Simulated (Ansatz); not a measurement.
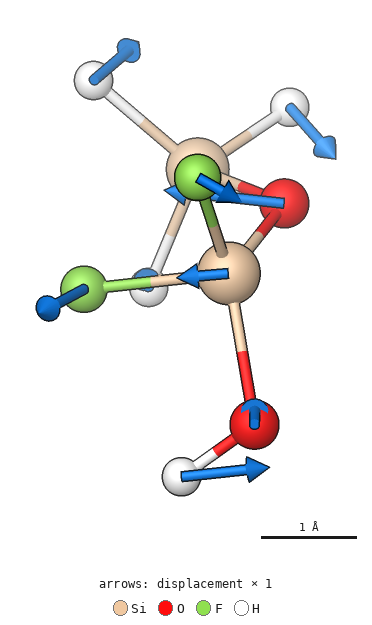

A relaxation of Si$_{2}$H$_{4}$O$_{2}$F$_{2}$. The starting structure is drawn; blue arrows show the displacements, at their true length. The two geometries are superimposed by the best rigid fit.

Style: ball-and-stick. Shown from a free direction.

It is one of the separated reactants of a reaction.

These are results of Ansatz 0.2.0, RKS PBE0-D4/def2-TZVP, not measurements. Set-up: force threshold 0.005 eV/Å; at most 200 steps.

Question: Describe the change and its energy.

Answer: Over 50 accepted moves (61 points after the start) the energy falls by 105.0 kJ/mol. The largest force component goes from 4 to 0.0046 eV/Å. The line search rejected the trial steps at points 7, 10, 14, 17, 31, 34, 40, 42 and more of the run. The forces were under the threshold at step 38, but the run went on from there. An O atom moves most after the best rigid fit: 1.29 Å. By element the largest moves are O 1.29 Å, F 1.24 Å, H 1.05 Å, Si 0.57 Å. Among the contacts that change: O–Si 1.671 → 1.593 Å, F–Si 1.636 → 1.578 Å, O–Si 1.680 → 1.644 Å, O–Si 1.644 → 1.615 Å. Bond angles that change, for instance: Si–O–Si 125.1° → 148.8°, O–Si–F 94.9° → 110.0°, F–Si–O 96.8° → 111.1°. Groups turn about O–Si by about 125°. The run took about 40 s of wall time on a shared GPU.
